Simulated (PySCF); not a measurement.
# C6H7FO: the cost of one run

Computed with PySCF 2.14.0 and routines of our own; the level stands in each step. Atoms count from 0.

### 1 The starting structure

15 atoms, charge 0, multiplicity 1; geometry from: GFN2-xTB.

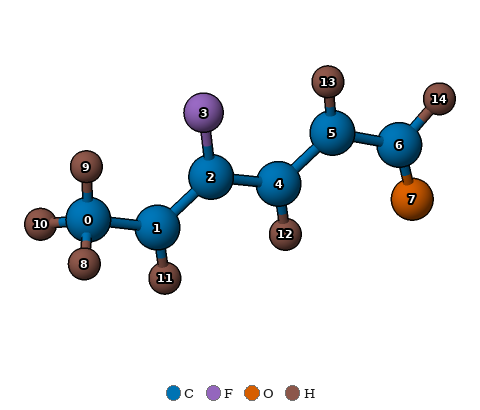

The starting geometry (carbon blue, fluorine purple, oxygen orange, hydrogen brown).

### 2 Magnetic properties: GIAO B3LYP/pcSseg-1

What the job is given:

```
{"job": {"kind": "mag", "xc": "B3LYP", "basis": "pcSseg-1", "isotopologues": 2}, "charge": 0, "multiplicity": 1}
C     -2.913024    -0.385061    -0.006731
C     -1.470711    -0.447160     0.341259
C     -0.476982     0.037151    -0.413881
F     -0.775696     0.636840    -1.594022
C      0.920878    -0.008419    -0.088631
C      1.903171     0.506868    -0.849734
C      3.298461     0.420012    -0.435246
O      3.691791    -0.096938     0.582882
H     -3.457484     0.162467     0.762837
H     -3.065138     0.101689    -0.966163
H     -3.329533    -1.391565    -0.046027
H     -1.207558    -0.917620     1.276437
H      1.181995    -0.493192     0.842060
H      1.686295     1.001534    -1.784755
H      4.009121     0.881382    -1.147853
```

With the program's defaults for keys left out, this is: GIAO B3LYP/pcSseg-1 magnetisability, rotational g tensor and spin-rotation constants, non-relativistic, gas phase.

Started as:

```bash
$ OMP_NUM_THREADS=1 python excited_run.py task.json out
```

This one command runs all jobs of the session in turn.

Q: Estimate the wall time and peak memory of this first job on 1 thread of Arm Neoverse N1, shared host.

About 52 s, with a peak of 0.85 GiB.
